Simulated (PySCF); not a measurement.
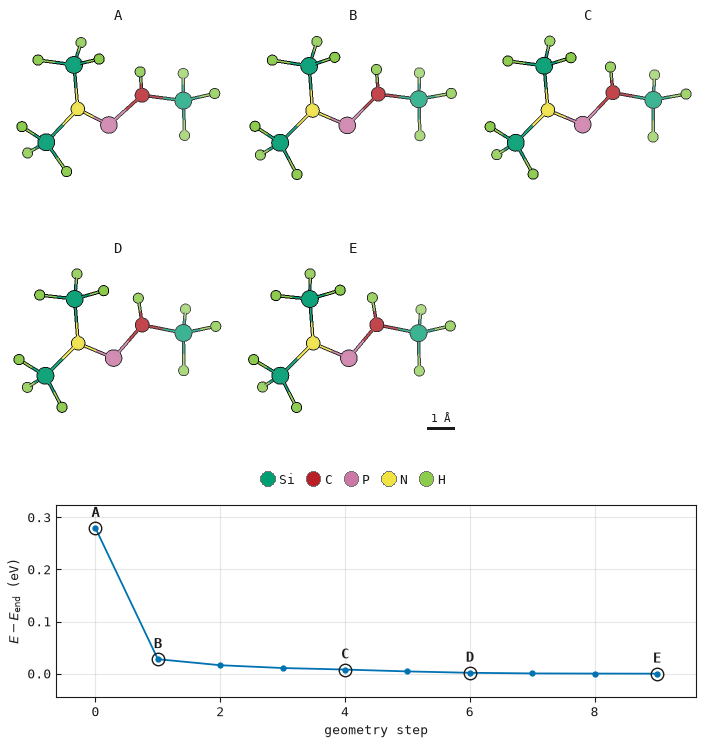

Frames of a relaxation of CH$_{10}$NPSi$_{3}$, marked on the history of the run. A ball-and-stick model, seen at a tilt.

The start comes from GFN2-xTB. Its atoms were then displaced at random by about 0.01 Å.

These are results of PySCF, PBE0-D3(BJ)/def2-SVP geometry optimisation, gas phase, not measurements. 

Question: What happens along the run?

Answer: The atom that moves furthest after the best rigid fit is an H atom (0.45 Å). Largest moves by element: H 0.45 Å, P 0.25 Å, C 0.16 Å, Si 0.09 Å, N 0.08 Å. Near-neighbour distances that change, for instance: N–P 1.658 → 1.720 Å, H–Si 1.436 → 1.494 Å, C–Si 1.897 → 1.861 Å, H–Si 1.463 → 1.496 Å. Bond angles that change, for instance: H–Si–H 112.9° → 108.5°, N–Si–H 106.4° → 110.7°, P–C–H 119.9° → 124.2°. After 9 geometry steps the energy has fallen by 0.280 eV. The run took 110 s on 1 thread of Arm Neoverse V2, with other jobs on the host. From step 0 to 1: an H atom moves most (0.21 Å), energy −0.252 eV. From step 1 to 4: an H atom moves most (0.13 Å), energy −0.020 eV. From step 4 to 6: an H atom moves most (0.18 Å), energy −0.006 eV. From step 6 to 9: an H atom moves most (0.10 Å), energy −0.002 eV.

```csv
step,"E − E(0), eV"
0,0.0000
1,-0.2518
2,-0.2633
3,-0.2687
4,-0.2717
5,-0.2752
6,-0.2779
7,-0.2791
8,-0.2794
9,-0.2796
```
